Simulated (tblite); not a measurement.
C2H14ClPSi4: geometry relaxation (part 2 of 2)

Continued. System: C2H14ClPSi4. Method: GFN2-xTB geometry optimisation, gas phase (tblite 0.8.0). It belongs to a series of runs on one base structure; here: F replaced by Cl.

Geometry of the input (Å):
```
Si 4.0315  0.8236  0.3468
C  2.5079  -0.1850  0.0425
C  1.2213  0.5423  0.3444
Si -0.0998  -0.7350  -0.0610
Cl 0.4449  -2.4524  1.0782
P  -2.1122  -0.1454  0.5127
Si -3.4584  -1.8057  -0.0219
Si -2.8490  1.6496  -0.4916
H  4.1480  1.9154  -0.6495
H  4.1265  1.3529  1.7177
H  5.2119  -0.0329  0.1418
H  2.5300  -1.0636  0.7416
H  2.4748  -0.6261  -0.9619
H  1.1628  0.9296  1.3550
H  1.1101  1.4386  -0.3417
H  0.0325  -1.0754  -1.4742
H  -2.6691  -2.8201  -0.7492
H  -4.5215  -1.3802  -0.9319
H  -3.9863  -2.4745  1.1850
H  -4.2255  1.3426  -0.9484
H  -2.9964  2.7929  0.4536
H  -2.0942  2.0282  -1.6896
```

## Trajectory as extended XYZ, continued
```
22
Properties=species:S:1:pos:R:3:forces:R:3 step=93 energy=-692.85828
Si    3.8702    1.1472    0.4021    0.0050   0.0010   0.0140
C     2.5816   -0.1904    0.0021   -0.0430  -0.0070  -0.0200
C     1.1685    0.2833    0.3385   -0.0210  -0.0010   0.0030
Si   -0.1841   -0.9954   -0.0649    0.0130   0.0190   0.0200
Cl    0.1944   -2.7338    0.8822    0.0050   0.0020  -0.0110
P    -2.1222   -0.2196    0.7130   -0.0070  -0.0340   0.0030
Si   -3.6213   -1.7449    0.0706    0.0330   0.0110  -0.0130
Si   -2.4229    1.5284   -0.6288   -0.0280   0.0350   0.0040
H     3.5988    2.3167   -0.4377    0.0090   0.0150  -0.0020
H     3.7329    1.5133    1.8103    0.0240   0.0290   0.0470
H     5.2177    0.6476    0.1377    0.0200  -0.0180  -0.0120
H     2.7933   -1.1102    0.5501   -0.0040   0.0260   0.0040
H     2.6366   -0.4482   -1.0563   -0.0320  -0.0250  -0.0240
H     1.1151    0.5317    1.4016   -0.0050  -0.0050  -0.0030
H     0.9551    1.2111   -0.1987   -0.0090  -0.0320   0.0000
H    -0.1907   -1.2968   -1.5038   -0.0030  -0.0170   0.0090
H    -3.1223   -2.6197   -0.9930    0.0210   0.0290  -0.0050
H    -4.7983   -1.0171   -0.4014   -0.0090   0.0020   0.0040
H    -3.9336   -2.5338    1.2587    0.0110   0.0000   0.0090
H    -3.8527    1.6428   -0.9121    0.0150  -0.0100   0.0000
H    -1.9542    2.7002    0.1092    0.0170  -0.0130  -0.0080
H    -1.6725    1.4070   -1.8812   -0.0110  -0.0060  -0.0180
22
Properties=species:S:1:pos:R:3:forces:R:3 step=117 energy=-692.87364
Si    3.8577    1.1717    0.4203   -0.0020  -0.0060  -0.0250
C     2.5671   -0.1602   -0.0053    0.0000  -0.0090  -0.0070
C     1.1497    0.2661    0.3678   -0.0030  -0.0010   0.0070
Si   -0.1809   -1.0501    0.0233   -0.0230   0.0110  -0.0040
Cl    0.1921   -2.7350    1.0641    0.0020   0.0220  -0.0100
P    -2.1138   -0.2019    0.7420   -0.0080  -0.0030   0.0020
Si   -3.6057   -1.6860    0.0185    0.0100  -0.0270   0.0080
Si   -2.4037    1.4837   -0.6772    0.0130   0.0390  -0.0110
H     3.5519    2.3869   -0.3381   -0.0060   0.0170  -0.0030
H     3.7854    1.4610    1.8532    0.0240  -0.0010   0.0010
H     5.1913    0.6908    0.0534   -0.0210   0.0030   0.0240
H     2.8129   -1.0878    0.5136   -0.0260  -0.0200   0.0040
H     2.6038   -0.3884   -1.0715   -0.0020  -0.0160  -0.0110
H     1.1144    0.5222    1.4298    0.0050   0.0100   0.0070
H     0.8844    1.1769   -0.1733    0.0220   0.0160  -0.0010
H    -0.2017   -1.4445   -1.3934    0.0220   0.0120   0.0190
H    -3.1579   -2.3537   -1.2056   -0.0110  -0.0100  -0.0220
H    -4.8447   -0.9541   -0.2395    0.0020  -0.0110   0.0110
H    -3.7711   -2.6574    1.0940   -0.0060  -0.0270   0.0040
H    -3.8405    1.7418   -0.7196   -0.0110   0.0180  -0.0070
H    -1.6864    2.6315   -0.1265    0.0150  -0.0030  -0.0030
H    -1.9148    1.2059   -2.0316    0.0040  -0.0150   0.0160
22
Properties=species:S:1:pos:R:3:forces:R:3 step=140 energy=-692.88694
Si    3.8811    1.1223    0.4066    0.0120  -0.0260  -0.0050
C     2.5274   -0.1563    0.0165    0.0020   0.0070   0.0030
C     1.1341    0.3388    0.3990   -0.0010  -0.0050   0.0070
Si   -0.2098   -0.9737    0.1004   -0.0120  -0.0120  -0.0250
Cl    0.1867   -2.6132    1.2031   -0.0050  -0.0030   0.0000
P    -2.1879   -0.1814    0.7496   -0.0070   0.0010   0.0120
Si   -3.5765   -1.7348   -0.0373   -0.0010  -0.0090  -0.0030
Si   -2.4316    1.4870   -0.7001    0.0100   0.0210  -0.0150
H     3.5808    2.3656   -0.3060   -0.0060   0.0190  -0.0140
H     3.9024    1.3811    1.8466   -0.0030   0.0020   0.0110
H     5.1783    0.6036   -0.0293   -0.0050  -0.0010   0.0020
H     2.7330   -1.0885    0.5456    0.0030   0.0110   0.0030
H     2.5393   -0.4024   -1.0470    0.0000   0.0000   0.0110
H     1.1226    0.6270    1.4526    0.0150   0.0010   0.0110
H     0.8967    1.2418   -0.1665    0.0080  -0.0050  -0.0070
H    -0.1855   -1.4129   -1.3030   -0.0020  -0.0020   0.0020
H    -3.1724   -2.2193   -1.3610   -0.0030   0.0020   0.0050
H    -4.8923   -1.1061   -0.1237   -0.0080   0.0070   0.0030
H    -3.5747   -2.8336    0.9233    0.0170  -0.0020  -0.0030
H    -3.8247    1.9180   -0.6262   -0.0080  -0.0110   0.0020
H    -1.5336    2.5569   -0.2687   -0.0040  -0.0010  -0.0050
H    -2.1038    1.0995   -2.0760   -0.0010   0.0060   0.0070
22
Properties=species:S:1:pos:R:3:forces:R:3 step=163 energy=-692.88908
Si    3.8933    1.1057    0.3980   -0.0120   0.0040   0.0050
C     2.5277   -0.1705    0.0425    0.0060   0.0040   0.0030
C     1.1378    0.3426    0.4122    0.0010  -0.0030  -0.0010
Si   -0.2172   -0.9549    0.0972   -0.0160   0.0010   0.0010
Cl    0.1530   -2.6044    1.1959   -0.0010   0.0100  -0.0120
P    -2.1970   -0.1561    0.7335    0.0080  -0.0140   0.0120
Si   -3.5553   -1.7422   -0.0431   -0.0050   0.0120   0.0130
Si   -2.4584    1.5123   -0.7142   -0.0020   0.0000  -0.0060
H     3.6007    2.3420   -0.3337   -0.0020  -0.0140  -0.0010
H     3.9205    1.3898    1.8343    0.0060   0.0000  -0.0090
H     5.1814    0.5662   -0.0379    0.0030   0.0010   0.0060
H     2.7264   -1.0879    0.5994    0.0050   0.0000  -0.0080
H     2.5376   -0.4477   -1.0132    0.0050   0.0040   0.0090
H     1.1242    0.6328    1.4654   -0.0040   0.0010  -0.0010
H     0.9159    1.2467   -0.1580    0.0030   0.0000  -0.0010
H    -0.1904   -1.3858   -1.3085    0.0090  -0.0040   0.0010
H    -3.1907   -2.1772   -1.3947    0.0020   0.0040  -0.0080
H    -4.8980   -1.1669   -0.0550   -0.0030   0.0050   0.0040
H    -3.4596   -2.8647    0.8847    0.0050  -0.0020  -0.0030
H    -3.8613    1.9105   -0.6292    0.0090   0.0010  -0.0140
H    -1.5766    2.5979   -0.2869   -0.0090  -0.0160   0.0030
H    -2.1244    1.1311   -2.0903   -0.0080   0.0040   0.0060
22
Properties=species:S:1:pos:R:3:forces:R:3 step=187 energy=-692.89067
Si    3.8849    1.1164    0.4035   -0.0160  -0.0030   0.0000
C     2.5352   -0.1798    0.0629   -0.0090  -0.0010   0.0030
C     1.1408    0.3283    0.4238   -0.0030  -0.0030  -0.0050
Si   -0.2176   -0.9598    0.0852    0.0010   0.0010   0.0080
Cl    0.1398   -2.6229    1.1662    0.0010  -0.0060   0.0010
P    -2.1894   -0.1471    0.7301    0.0040   0.0010   0.0010
Si   -3.5621   -1.7263   -0.0309   -0.0030  -0.0110   0.0010
Si   -2.4505    1.5039   -0.7381    0.0040   0.0010  -0.0050
H     3.5679    2.3316   -0.3523    0.0130   0.0000  -0.0010
H     3.9115    1.4275    1.8334   -0.0010   0.0020   0.0040
H     5.1803    0.5858   -0.0195    0.0130   0.0020  -0.0040
H     2.7394   -1.0904    0.6284    0.0010   0.0020  -0.0010
H     2.5516   -0.4671   -0.9902   -0.0040   0.0060   0.0080
H     1.1175    0.6107    1.4793   -0.0020   0.0020  -0.0140
H     0.9223    1.2360   -0.1422    0.0120   0.0050   0.0050
H    -0.1817   -1.3780   -1.3238   -0.0010   0.0000  -0.0040
H    -3.2861   -2.0710   -1.4292   -0.0050   0.0010  -0.0030
H    -4.9149   -1.1893    0.0918   -0.0010   0.0060   0.0000
H    -3.3683   -2.8981    0.8174   -0.0010   0.0000  -0.0010
H    -3.8473    1.9226   -0.6563    0.0020  -0.0050  -0.0010
H    -1.5528    2.5821   -0.3285   -0.0020   0.0010   0.0010
H    -2.1310    1.1041   -2.1125   -0.0040  -0.0020   0.0070
22
Properties=species:S:1:pos:R:3:forces:R:3 step=210 energy=-692.89126
Si    3.8959    1.1106    0.4066    0.0060  -0.0010  -0.0030
C     2.5385   -0.1787    0.0711   -0.0010  -0.0020   0.0030
C     1.1435    0.3368    0.4177   -0.0040  -0.0010  -0.0030
Si   -0.2139   -0.9521    0.0741    0.0010  -0.0020  -0.0050
Cl    0.1526   -2.6268    1.1349    0.0000   0.0040  -0.0010
P    -2.1867   -0.1527    0.7320    0.0010   0.0030  -0.0010
Si   -3.5696   -1.7258   -0.0247    0.0040  -0.0020  -0.0030
Si   -2.4614    1.4969   -0.7354    0.0010  -0.0010   0.0030
H     3.6108    2.3147   -0.3787   -0.0010   0.0030  -0.0010
H     3.9037    1.4481    1.8305   -0.0030   0.0050   0.0080
H     5.1945    0.5619    0.0147   -0.0020  -0.0030   0.0010
H     2.7354   -1.0840    0.6473    0.0020  -0.0080  -0.0020
H     2.5597   -0.4769   -0.9786    0.0000   0.0020   0.0010
H     1.1121    0.6260    1.4709    0.0000  -0.0010  -0.0030
H     0.9340    1.2427   -0.1545    0.0000   0.0020  -0.0040
H    -0.1820   -1.3553   -1.3401    0.0000   0.0010   0.0050
H    -3.3248   -2.0493   -1.4340   -0.0010   0.0020   0.0010
H    -4.9183   -1.1876    0.1347   -0.0020   0.0000   0.0000
H    -3.3591   -2.9107    0.8006    0.0010  -0.0020   0.0030
H    -3.8679    1.8851   -0.6748    0.0000  -0.0010   0.0010
H    -1.5932    2.5932   -0.3115    0.0020   0.0020   0.0010
H    -2.1141    1.1033   -2.1044   -0.0010   0.0000  -0.0010
```

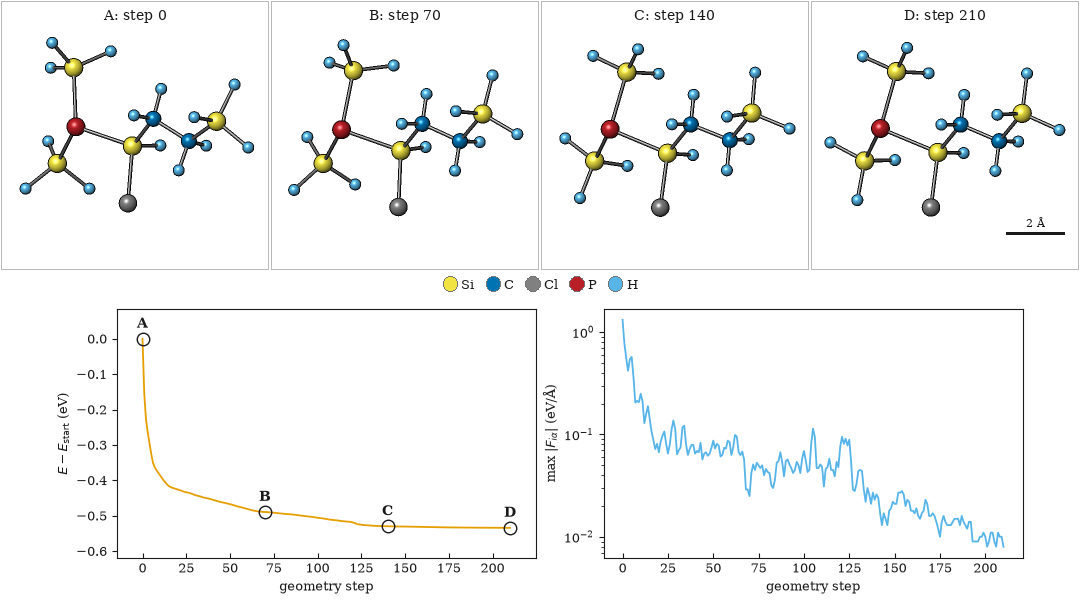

Figure 1. Frames of the relaxation (ball-and-stick view, seen at a tilt) above the curves, on which the letters mark them (steps are counted from 0).

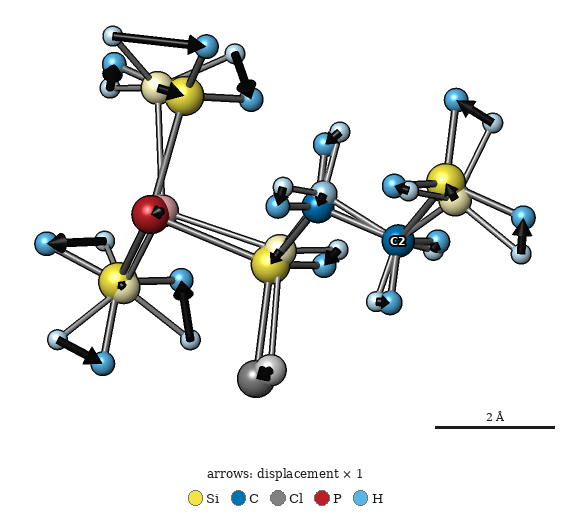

Figure 2. Start (faint) and end (solid) with the displacements as black arrows, at true length (ball-and-stick view, seen at a tilt). The two geometries are laid on each other by the best rigid fit. The largest move after the best rigid fit is that of H21, 1.60 Å. Largest moves by element: H 1.60 Å, Si 0.47 Å, Cl 0.34 Å, P 0.24 Å, C 0.23 Å. Distances before and after: Si4–Cl5 2.132 → 2.016 Å, Si4–P6 2.174 → 2.228 Å, Si1–C2 1.852 → 1.902 Å, C3–H15 1.134 → 1.092 Å. Among the angles that change: Si4–P6–Si8 114.4° → 100.4°, C2–C3–Si4 103.2° → 112.5°, P6–Si7–H18 112.1° → 106.0°. Over 210 geometry steps the energy falls by 0.534 eV. The largest force component goes from 1.3 to 0.008 eV/Å. (Atoms are counted from 1 in the order of the input.)

## Key numbers

```csv
quantity,value
outcome,converged
total energy,−692.8913 eV
wall time,5.5 s
peak memory,0.19 GiB
```
